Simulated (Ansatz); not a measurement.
The starting structures come from a database of crystals and need not be the phases stable at ambient conditions.

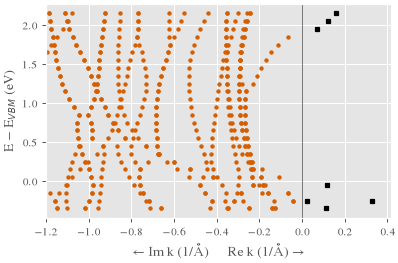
Complex bands at the centre of the two-dimensional zone; PBEsol in Ansatz (a quantum-chemistry and plane-wave program)

The gap is the functional's own. No spin-orbit coupling. Mid-gap values are interpolated on the energy grid.

Problem. This is Hg3(SCl)2 (I2_13, not sure to be the ambient phase, 14 atoms a cell, 25.9 Å³ an atom) along the normal of (110). Read off the slowest decay at the centre of the two-dimensional zone at 0.95 eV, the computed energy nearest the middle of the gap.

Solution. κ ≈ 0.27 1/Å, a decay length 1/(2κ) of the density of 1.9 Å.
